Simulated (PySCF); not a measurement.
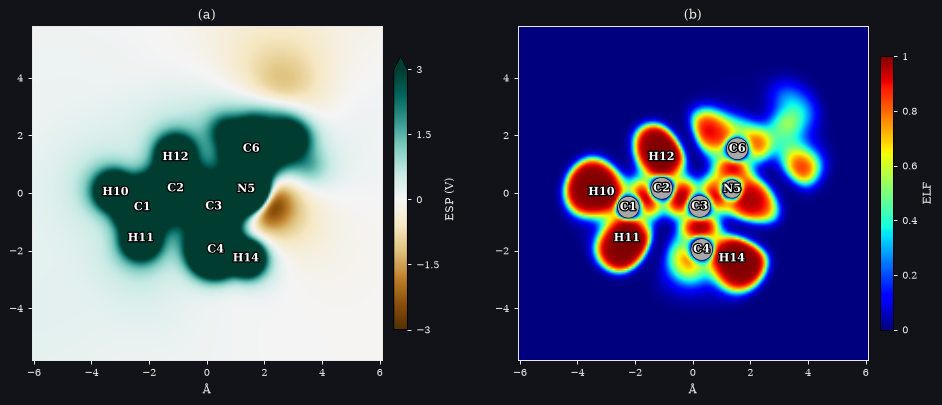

Figure. C6H12N2Si. (a) molecular electrostatic potential; (b) electron localisation function on the plane of atoms H10, C1 and H11. Grey discs cover the atomic cores in the ELF map.

Geometry: GFN2-xTB.

Method: PySCF, PBE0/pcSseg-1, SCF density, gas phase, non-relativistic.

```yaml
atoms:
  - { symbol: C, position_ang: [2.9783, 0.5714, -0.9179] }
  - { symbol: C, position_ang: [1.6870, 0.5597, -0.6044] }
  - { symbol: C, position_ang: [1.0272, -0.4666, 0.2032] }
  - { symbol: C, position_ang: [1.8481, -1.6402, 0.6568] }
  - { symbol: N, position_ang: [-0.1924, -0.4692, 0.5660] }
  - { symbol: C, position_ang: [-1.1513, 0.5240, 0.2605] }
  - { symbol: Si, position_ang: [-2.0707, -0.0842, -1.3351] }
  - { symbol: C, position_ang: [-2.1718, 0.5887, 1.3282] }
  - { symbol: N, position_ang: [-2.8729, 1.6217, 1.4900] }
  - { symbol: H, position_ang: [3.4018, 1.3561, -1.5228] }
  - { symbol: H, position_ang: [3.6637, -0.1893, -0.5860] }
  - { symbol: H, position_ang: [1.0542, 1.3570, -0.9715] }
  - { symbol: H, position_ang: [2.2867, -2.1515, -0.1979] }
  - { symbol: H, position_ang: [1.2105, -2.3305, 1.2007] }
  - { symbol: H, position_ang: [2.6515, -1.3079, 1.3120] }
  - { symbol: H, position_ang: [-0.7665, 1.5323, 0.0640] }
  - { symbol: H, position_ang: [-1.0596, -0.1396, -2.3942] }
  - { symbol: H, position_ang: [-3.1305, 0.8744, -1.6310] }
  - { symbol: H, position_ang: [-2.5946, -1.4234, -1.0791] }
  - { symbol: H, position_ang: [-2.2485, -0.3338, 1.9188] }
  - { symbol: H, position_ang: [-3.5593, 1.5679, 2.2393] }
```

**What does the map show?**

- The section cuts through C, N and H sites.
- C–N (1.27 Å): the ELF peaks at about 0.90 between the atoms: localised, covalent bonding.
- C–C (1.33 Å): the ELF peaks at about 0.95 between the atoms (a multiple bond).
- C–N (1.41 Å): the ELF peaks at about 0.90 between the atoms, as expected for a covalent bond.
- C–C (1.46 Å): the ELF peaks at about 0.95 between the atoms (localised, covalent bonding).
- C–H (1.08 Å): the ELF climbs to about 1 towards the hydrogen, as it does in any bond to H (an ordinary covalent bond to hydrogen).
- The ELF also peaks beside N5, away from the bonds: lone-pair regions.
- Outside the dense part of the molecule the potential is most negative (−2.5 V) near N5.
